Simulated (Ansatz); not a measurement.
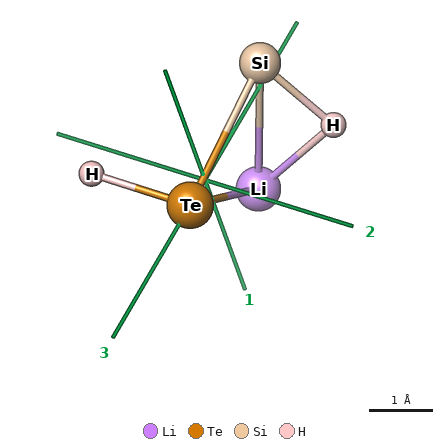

The three principal axes of inertia are drawn and numbered. Depth is shown by fading: the farther an atom, the more it takes the colour of the background. The species is neutral and a spin doublet. The computed structure is the end point of a PBE-D4/def2-SVP optimisation. No frequency run is at hand to confirm it as a minimum. Masses are those of the most abundant isotopes; constants are for the rigid equilibrium geometry.

Question: Which line is the a axis (least moment of inertia), which b and which c?

Answer: a is line 3, b is line 1, c is line 2; the moments are 35.4, 185, 212 u Å².

Question: What kind of rotor is it, and what are its rotational constants in GHz?

Answer: An asymmetric top (C1): A = 14.3, B = 2.74, C = 2.38 GHz. Ray's parameter κ is −0.94, close to the prolate limit.
